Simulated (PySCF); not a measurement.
# S2S2: structure of the singlet

The task is one start of a wider search on S2S2: the singlet, from a PBE0 minimum start. It is relaxed, tested by its Hessian and followed downhill if it is a saddle.

The runs use PySCF 2.14.0; PBE0, basis S def2-TZVP, no relativity, density fitting.

### 1 Where the work starts

4 atoms, charge 0, spin multiplicity 1.

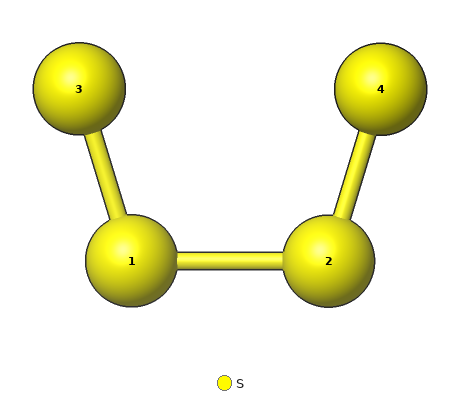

As it starts; sulfur yellow; atoms are numbered from 1 in the order of the file.

```xyz
4
charge 0 multiplicity 1
S    -0.9077    1.0368    0.0000
S    -0.9077   -1.0368    0.0000
S     0.9077    1.5867    0.0000
S     0.9077   -1.5867    0.0000
```

### 2 First SCF at the start

One driver script runs all steps and calls PySCF; scf.py shows how it sets up the SCF of each step. The optimiser is the driver's own. After this first run the driver tries any further starts and a stability analysis.

Contents of scf.py:

```python
from pyscf import gto, scf, dft
mol = gto.M(atom='''
S     -0.907720     1.036750    -0.000000
S     -0.907720    -1.036750     0.000000
S      0.907720     1.586690    -0.000000
S      0.907720    -1.586690     0.000000''',
    basis={'S': 'def2-TZVP'},
    charge=0, spin=0)
mf = dft.RKS(mol, xc='PBE0')
mf.grids.atom_grid = (50, 194)
aux = {'S': 'def2-universal-JKFIT'}
mf = mf.density_fit(auxbasis=aux)
mf.conv_tol = 1e-08
mf.diis_space = 10
mf.max_cycle = 60
mf.init_guess = 'minao'
mf.verbose = 4
mf.kernel()
```

On the command line:

```console
> OMP_NUM_THREADS=4 python axn.py task.json out
```

Further steps of the session: Relaxation: PBE0 minimum start, singlet; Vibrations and properties at this point.

What does the calculation give? Wanted: minimum; geometry; wavenumbers; dipole moment; highest occupied, lowest empty level; polar-tensor charge of S1; zero-point energy; atomisation energy.

As calculated:

| quantity | value |
| --- | --- |
| minimum | singlet, C2v |
| geometry | S–S 1.897 Å (×2), S–S 2.074 Å; S–S–S 106.9° (×2) |
| wavenumbers (cm⁻¹) | 117 (a1), 223 (a2), 347 (b2), 419 (a1), 681 (b2), 712 (a1) |
| dipole moment | 1.44 D |
| highest occupied, lowest empty level | -6.83, -4.16 eV |
| polar-tensor charge of S1 | +0.20 e |
| zero-point energy | 15.0 kJ/mol |
| entropy at 298.15 K | 310.8 J/(mol K) |
| atomisation energy (no zero-point energy) | 965 kJ/mol |

**Reading.** The PBE0 minimum start keeps its C2v symmetry and ends in a minimum. In the infrared the band at 681 cm⁻¹ (b2) leads. Other starts or spin states, not run here, may lie lower.
